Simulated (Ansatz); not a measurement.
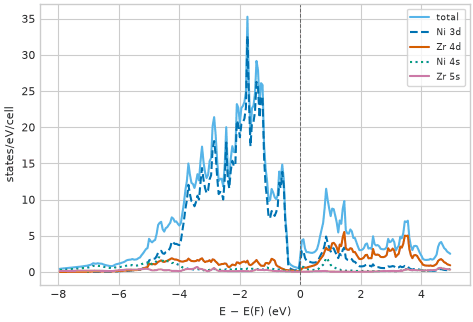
*Total and projected density of states of ZrNi$_{3}$ in space group P6_3/mmc (No. 194; Zr on 2c, Ni on 6h), the program Ansatz at the r²SCAN level (PAW)*

**Question.** Which orbitals carry the states next to the Fermi level?

**Answer.** Within 0.5 eV of the Fermi level: Ni 3d 63 %, Zr 4d 17 %, Ni 4s 10 %, outside the projected shells 7 %. Projections are on Löwdin-orthogonalised atomic valence shells; empty p or d shells of many metals are not among them.

**Question.** Where is the tallest occupied peak in this window, and what makes it?

**Answer.** Near -1.8 eV, about 35 states/eV per cell; the largest projected share is Ni 3d.

The workflow started from a Materials Project entry (that database holds measured and hypothetical structures alike); the Crystallography Open Database files this formula in space group No. 194, but the cells were not matched. Its standing as an ambient phase is unchecked. The cell was relaxed with r²SCAN under the symmetry of its start; its stability against distortions is not shown here. The run is not spin-polarised. Scalar-relativistic: spin–orbit coupling is off unless named, which matters more the heavier the elements.

Potentials: the later of the program's two PAW sets.
